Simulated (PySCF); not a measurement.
```xyz
2

Ru    0.0000    0.0000   -0.4946
S     0.0000    0.0000    1.5764
```

Core potentials replace the inner electrons of Ru.

Theory: PySCF 2.14.0, PBE0/def2-TZVPP, non-relativistic Hamiltonian with scalar-relativistic core potentials where named, at a bond length of 2.071 Å.

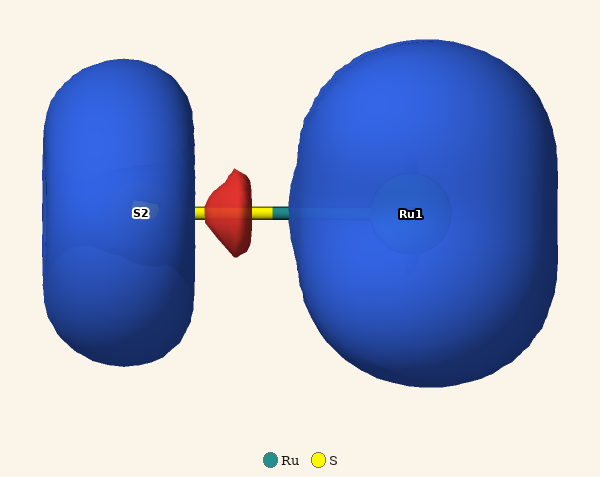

RuS (quintet). Isosurfaces of the spin density (α minus β) at +0.06 (blue) and −0.06 e/Å³ (red), seen from one side.

Question: Where is the unpaired spin?

Answer: The unpaired spin (4 electrons) lies mostly on Ru1 (about 3.2) and S2 (about 0.8), in electrons by Hirshfeld's partition.
